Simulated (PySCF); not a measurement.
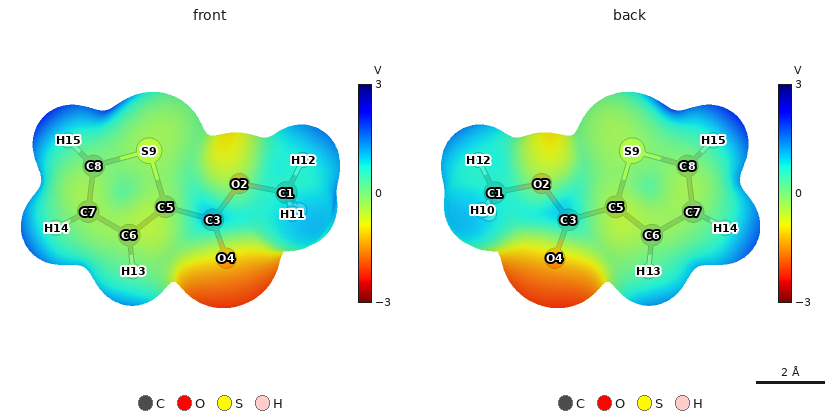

Figure 1: C₆H₆O₂S (SMILES COC(=O)c1cccs1). The molecular electrostatic potential painted on the density surface at 0.004 e/bohr³, seen from the front and from behind; red is negative and blue positive.

Geometry: GFN2-xTB.

Method: B97-2/pcSseg-1, SCF density, in a chloroform solvent model, non-relativistic in PySCF.

Input file:

```
{"job": {"xc": "B97-2", "basis": "pcSseg-1", "solvent": "chloroform", "kind": "nmr", "pop": true}, "charge": 0, "multiplicity": 1}
C      3.057788     0.086030     0.515507
O      1.650043     0.113466     0.684517
C      0.921550    -0.107847    -0.423544
O      1.400453    -0.321790    -1.510764
C     -0.508262    -0.056327    -0.142163
C     -1.531113    -0.238472    -1.036727
C     -2.797109    -0.125405    -0.438299
C     -2.718226     0.140052     0.895889
S     -1.102203     0.258179     1.451815
H      3.368518     0.851829    -0.198358
H      3.376183    -0.889985     0.143141
H      3.485138     0.280165     1.495653
H     -1.357714    -0.444294    -2.077158
H     -3.724362    -0.236050    -0.970764
H     -3.525098     0.273718     1.589343
```

Launched as:

```sh
OMP_NUM_THREADS=1 python ens_run.py task.json out
```

Q: Where is the surface potential most negative and most positive?

A: The most negative region (about −2.1 V) lies over O4, the most positive (about +1.9 V) over S9 and H15. O4 is the likeliest acceptor of a hydrogen bond.

Q: What dipole moment does the calculation give?

A: Its dipole moment is 2.22 D.
